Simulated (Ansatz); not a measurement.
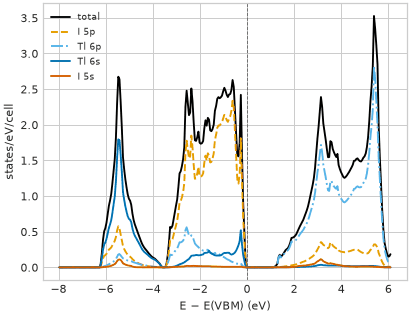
Fig. 1. Total and projected density of states of TlI (CsCl type, Pm-3m), LDA (plane waves, PAW; program Ansatz)

**Question.** Which orbitals carry the states next to the gap?

**Answer.** Top 1 eV of the valence band: I 5p 84 %, Tl 6s 12 %. Bottom 1 eV of the conduction band: Tl 6p 88 %, I 5p 7 %. Projections are on Löwdin-orthogonalised atomic valence shells; empty p or d shells of many metals are not among them.

**Question.** Where is the tallest occupied peak in this window, and what makes it?

**Answer.** Near -5.5 eV, about 2.7 states/eV per cell; the largest projected share is Tl 6s.

The workflow started from a Materials Project entry (that database holds measured and hypothetical structures alike); the Crystallography Open Database files this formula in space group No. 221, but the cells were not matched. Its standing as an ambient phase is unchecked. Symmetry was held in the LDA relaxation; its stability against distortions is not shown here. Spin–orbit coupling is left out wherever it is not named.

Potentials: the later of the program's two PAW sets.
